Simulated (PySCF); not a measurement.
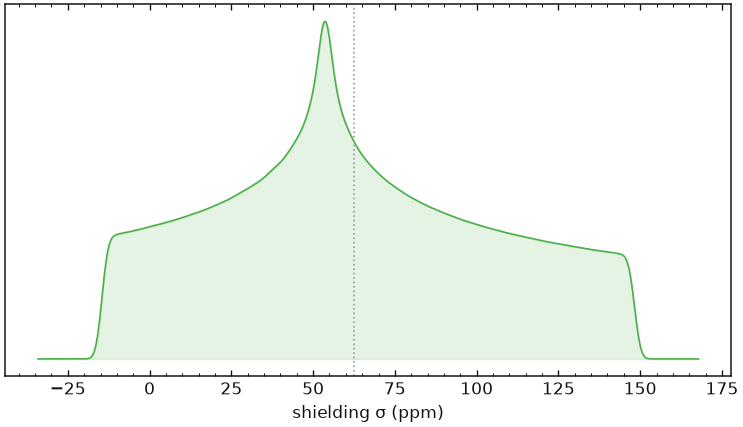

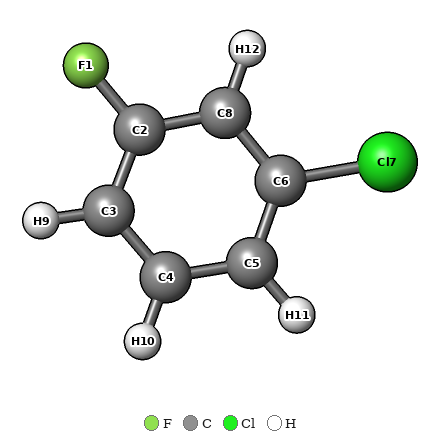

Static powder pattern (¹³C) from GIAO shielding tensors of C₆H₄ClF (3-chloro-1-fluorobenzene), SMILES Fc1cccc(Cl)c1, PBE0/pcSseg-1 with PySCF, at a PBE0-D3(BJ)/def2-SVP geometry (no frequency check); absolute shielding, one fixed geometry of the isolated molecule without any motion, no dipolar terms. The dotted line is the isotropic value; skew is 3(σiso − σ22)/span.

> The pattern belongs to C8. Give the principal values, span and skew.

C8: σ11, σ22, σ33 = −15, 54, 148 ppm, isotropic 62, span 163 ppm, skew 0.16.
